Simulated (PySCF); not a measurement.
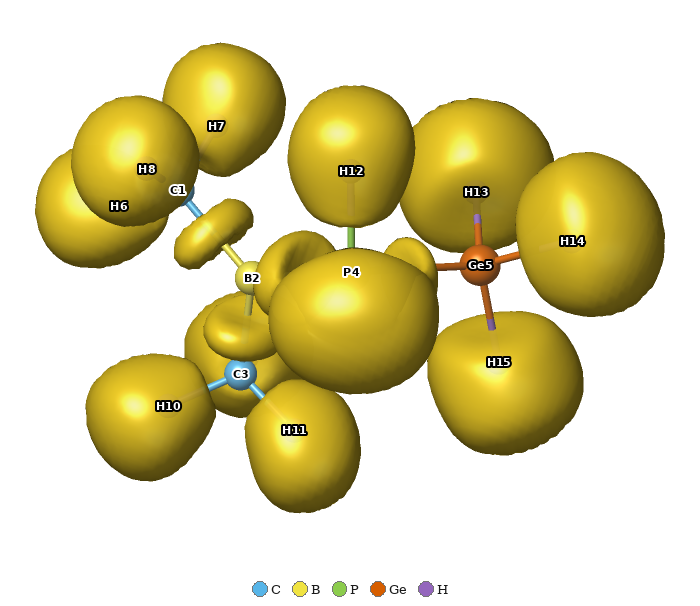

Figure 1: C₂H₁₀BGeP (SMILES CB(C)[PH][GeH3]). Isosurface of the ELF at 0.8 (yellow), seen at a tilt. Core shells and regions of very low density are left out.

Geometry: GFN2-xTB.

Theory: PySCF, B3LYP/def2-SVPD, SCF density, gas phase.

```xyz
15

C    -2.0063    0.2942   -0.1786
B    -0.6294    0.1915    0.5834
C    -0.3691   -0.9773    1.6071
P     0.6943    1.5140    0.3418
Ge    2.2065    0.1756   -0.7263
H    -2.7400   -0.4452    0.1363
H    -1.8592    0.1681   -1.2526
H    -2.4539    1.2812   -0.0565
H    -0.4424   -1.9456    1.1097
H    -1.1302   -0.9885    2.3880
H     0.6036   -0.9305    2.0969
H     0.2173    2.0863   -0.8331
H     1.7269   -0.6631   -1.8845
H     3.3089    1.0338   -1.2829
H     2.8684   -0.7862    0.2173
```

> Where are the electrons localised?

The ELF exceeds this value in two regions between bonded B–C atoms (shared pairs), ten regions around hydrogen nuclei and one region on P in which the atom's valence shell and bonds are merged. Profiles from the grid: C–B (1.58 Å): the ELF peaks at about 1 between the atoms: a covalent bond. B–P (1.89 Å): the ELF peaks at about 0.95 between the atoms; a covalent bond.
